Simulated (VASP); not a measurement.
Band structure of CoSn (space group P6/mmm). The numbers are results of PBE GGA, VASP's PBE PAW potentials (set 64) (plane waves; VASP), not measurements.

Unless said otherwise, spin-orbit coupling is left out, though it shifts the bands of the heavy elements here.

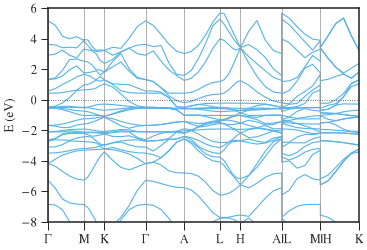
Figure. Bands along high-symmetry lines, zero at the valence-band maximum or, without a gap, the Fermi level

Q: Read the plot: is there a gap, and where are the band edges?

A: It has no gap at this level: it comes out as a metal or semimetal.

The structure comes from a computed database's CoSn entry; how it stands against other phases isn't given here. The cell was not relaxed at this level. The run is not spin-polarised, so no magnetic state was tried. The electron count is odd and the run is not spin-polarised, which forces a metal.
